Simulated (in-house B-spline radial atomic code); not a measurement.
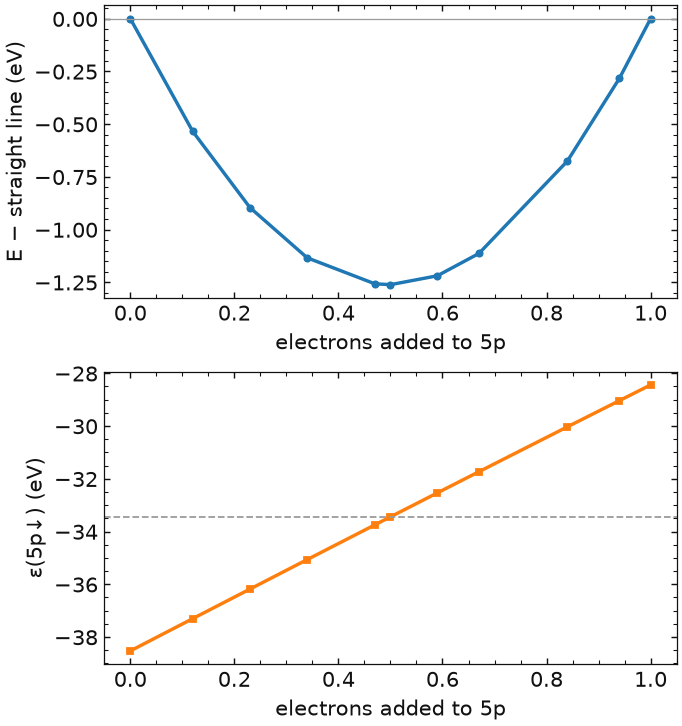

Computed with an in-house B-spline radial code: scalar-relativistic (spin-free one-electron X2C) TPSS, spin-polarised, spherical fractional occupations, Fermi nucleus, basis-set limit. The occupation of the 5p shell is varied from Cs³⁺ ([Kr] 4d10 5s2 5p4 (high spin)) to Cs²⁺ ([Kr] 4d10 5s2 5p5 (high spin)), with spherical fractional occupations. The plot shows the total energy less the straight line between the end points, and the eigenvalue of 5p↓ (the dashed line is minus the energy to take the whole electron out).

Q: Describe the curve.

A: The curve is convex (below the straight line), with the largest deviation among the points computed, −1.26 eV, at 0.5. The end points differ by 33.5 eV, the energy to take the electron out. The eigenvalue, which is the slope of the energy (Janak's theorem), moves from −38.5 eV at 0 to −28.4 eV at 1; for a straight line it would stay constant, and a parabola would sag by an eighth of this change, scaled to a whole electron, 1.26 eV. Convexity is the mark of the delocalisation error, which puts fractional charges too low; for p, d and f shells the spherical spreading of the fraction adds to it.
